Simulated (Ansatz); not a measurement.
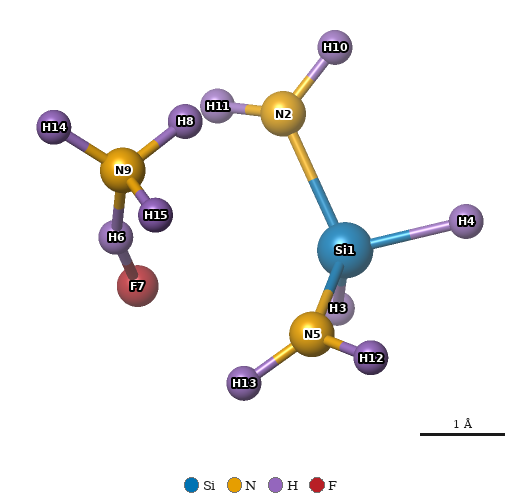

The structure (ball-and-stick view, seen at a tilt; atoms are numbered from 1 in the order of the input). Bond lengths as drawn: F–H 1.13 Å, H–N 1.01 to 1.31 Å, H–Si 1.50 to 1.52 Å and N–Si 1.77 to 1.80 Å.

# Run report: SiN$_{3}$H$_{10}$F, phonon calculation

- system: SiN$_{3}$H$_{10}$F
- method: RKS PBE0/6-31G (Ansatz 0.2.0)

It belongs to a series of runs on one base structure; here: vibrations at the highest image of the band. Figures and captions count atoms from 1; the log counts them from 0 in places.

Input file:
```yaml
crystal:
  periodic: [false, false, false]
  atoms:
    - { symbol: Si, position_ang: [-1.013243, -1.0556, -0.160965] }
    - { symbol: "N", position_ang: [-0.407353, -0.508986, 1.44609] }
    - { symbol: H, position_ang: [-0.635344, -2.482624, -0.416239] }
    - { symbol: H, position_ang: [-2.514736, -0.971881, 0.042008] }
    - { symbol: "N", position_ang: [-0.772282, 0.023972, -1.53728] }
    - { symbol: H, position_ang: [1.540234, 0.267819, -0.179594] }
    - { symbol: F, position_ang: [1.491365, -0.827765, -0.459819] }
    - { symbol: H, position_ang: [0.50077, 1.088877, 0.932881] }
    - { symbol: "N", position_ang: [1.214492, 1.45493, 0.266354] }
    - { symbol: H, position_ang: [-1.08412, -0.397955, 2.189289] }
    - { symbol: H, position_ang: [0.465839, -0.922381, 1.75099] }
    - { symbol: H, position_ang: [-1.555339, 0.425704, -2.026982] }
    - { symbol: H, position_ang: [0.090156, -0.05227, -2.054132] }
    - { symbol: H, position_ang: [1.93623, 2.019433, 0.699466] }
    - { symbol: H, position_ang: [0.743231, 1.938628, -0.492171] }
basis:
  gaussian: { orbitals: "6-31G" }
hamiltonian:
  xc: pbe0
phonons: {}
```

Run on 1 thread of Arm Neoverse V2, 24 GiB of memory available, shared host.

Run as:
```bash
ansatz run input.yaml --threads 1 --pin off --max-ram 2048MiB --backend cpu --events-out ev --progress --plain --runs-dir out
```

What the program printed:
```
Engine: ansatz 0.2.0, aarch64-unknown-linux-gnu
Functional definition: PBE0
  parameter a = 0.25
  parameter kappa = 0.804
  parameter beta = 0.06672455060314922
  exchange = (1 - a)*pbe_x(kappa = kappa, mu = beta*pi^2/3) + a*exact_x
  correlation = pbe_c(beta = beta)
1012 factors; integrals over basis functions are off by at most 1.7e-4 eV
mean field evaluation 1: about -15203.0279 eV, gradient 7.9e1 eV
mean field evaluation 2: about -15193.7185 eV, gradient 1.0e2 eV
mean field evaluation 4: about -15214.6664 eV, gradient 3.9e0 eV
mean field evaluation 8: about -15214.6862 eV, gradient 1.3e-1 eV
mean field -15214.68625941 eV, -559.1294071486 hartree, gradient 4.6e-5 eV, S^2 0.000000; 0 other end points of the search recorded, 0 dependent functions left out
the calculation of the forces begins
reference -15214.68628583 eV, -559.1294081194 hartree; 27, 27 occupied and 42, 42 virtual orbitals, 1012 factors
these checks for a lower state are left out or cut short: stability, starts, cluster_reference, orbital_swaps, neighbouring_geometries, increment
1012 factors; integrals over basis functions are off by at most 1.7e-4 eV
mean field evaluation 16: about -15214.6956 eV, gradient 1.0e-1 eV
mean field -15214.68617804 eV, -559.1294041582 hartree, gradient 1.3e-6 eV, S^2 0.000000; 0 other end points of the search recorded, 0 dependent functions left out
[... from here on the field's lines of each further geometry are left out, up to the last ...]
the calculation of the forces begins
reference -15214.68619734 eV, -559.1294048676 hartree; 27, 27 occupied and 42, 42 virtual orbitals, 1012 factors
these checks for a lower state are left out or cut short: stability, starts, cluster_reference, orbital_swaps, neighbouring_geometries, increment
1012 factors; integrals over basis functions are off by at most 1.7e-4 eV
mean field -15214.68617539 eV, -559.1294040607 hartree, gradient 2.7e-6 eV, S^2 0.000000; 0 other end points of the search recorded, 0 dependent functions left out
the calculation of the forces begins
reference -15214.68620180 eV, -559.1294050315 hartree; 27, 27 occupied and 42, 42 virtual orbitals, 1012 factors
WARN: phonons: modes at or below zero, which the zero-point energy, F, S and C_V leave out: 1, the lowest at -48.92 cm⁻¹. A minimum has none, and a first-order saddle one
Total energy: -15214.68628583 eV, -559.1294081194 hartree
Atom 0 at    -1.013243    -1.055600    -0.160965 Å, force     0.003536    -0.001843     0.001450 eV/Å
Atom 1 at    -0.407353    -0.508986     1.446090 Å, force     0.005172     0.002560     0.001235 eV/Å
Atom 2 at    -0.635344    -2.482624    -0.416239 Å, force    -0.002858    -0.001024    -0.000369 eV/Å
Atom 3 at    -2.514736    -0.971881     0.042008 Å, force    -0.001743     0.000152     0.000301 eV/Å
Atom 4 at    -0.772282     0.023972    -1.537280 Å, force     0.002926     0.001180     0.001177 eV/Å
Atom 5 at     1.540234     0.267819    -0.179594 Å, force     0.001287     0.005452     0.003321 eV/Å
Atom 6 at     1.491365    -0.827765    -0.459819 Å, force    -0.005447     0.001371     0.000157 eV/Å
Atom 7 at     0.500770     1.088877     0.932881 Å, force    -0.006619    -0.000213    -0.005016 eV/Å
Atom 8 at     1.214492     1.454930     0.266354 Å, force     0.011412    -0.002638     0.005381 eV/Å
Atom 9 at    -1.084120    -0.397955     2.189289 Å, force    -0.001290    -0.000435    -0.000263 eV/Å
Atom 10 at     0.465839    -0.922381     1.750990 Å, force    -0.000734    -0.002551    -0.000821 eV/Å
Atom 11 at    -1.555339     0.425704    -2.026982 Å, force     0.000976    -0.000228     0.000321 eV/Å
Atom 12 at     0.090156    -0.052270    -2.054132 Å, force    -0.000772     0.000173    -0.004089 eV/Å
Atom 13 at     1.936230     2.019433     0.699466 Å, force    -0.000400     0.001270    -0.001985 eV/Å
Atom 14 at     0.743231     1.938628    -0.492171 Å, force    -0.005444    -0.003224    -0.000801 eV/Å
Dipole moment:     0.000897     0.840404     0.306511 e Å
Vibrations: -48.92 92.79 164.70 190.24 242.63 267.70 333.86 448.82 462.89 489.97 523.92 584.45 628.06 693.38 719.29 729.92 752.80 850.15 928.97 953.07 986.11 1001.93 1316.72 1370.23 1533.96 1605.50 1616.41 1633.76 1712.93 1771.34 2123.87 2203.94 3144.84 3576.78 3587.84 3637.61 3684.78 3721.56 3779.76 cm⁻¹, zero-point energy 3.351756 eV
```

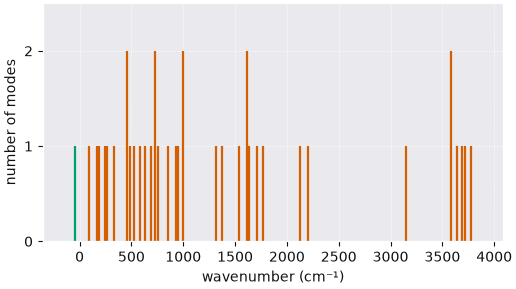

Harmonic vibrational wavenumbers from the force constants; neighbouring modes closer than 17 cm⁻¹ are counted in one stick, and imaginary ones are drawn at negative wavenumbers. 39 modes from 49i to 3780 cm⁻¹, 1 imaginary beyond 8i (49i cm⁻¹): not a clean minimum; so soft a mode can be a shallow saddle, an incomplete relaxation or noise of the force constants.

Summary:

| quantity | value |
| --- | --- |
| outcome | converged |
| total energy | −15214.6863 eV |
| mean-field energy | −15214.6863 eV |
| largest force (length of the vector) | 0.013 eV/Å |
| wall time | 4.2 min |
| peak memory | 0.27 GiB |
